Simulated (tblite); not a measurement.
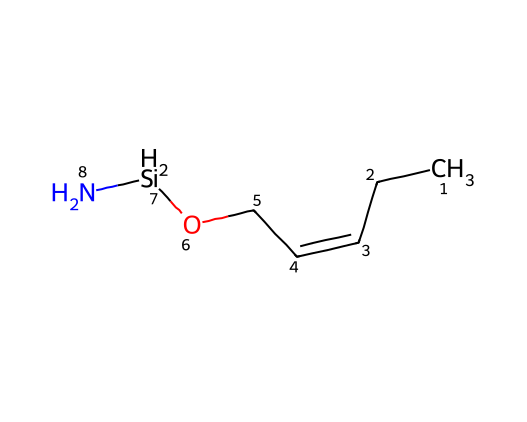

Skeletal drawing with numbered atoms; wedges and dashes mark any stereocentres. The configuration is that of a computed structure (GFN2-xTB).

What are the Cahn–Ingold–Prelog descriptors?

Answer. C3=C4: Z.

Write the isomeric SMILES.

Answer. CC/C=C\CO[SiH2]N
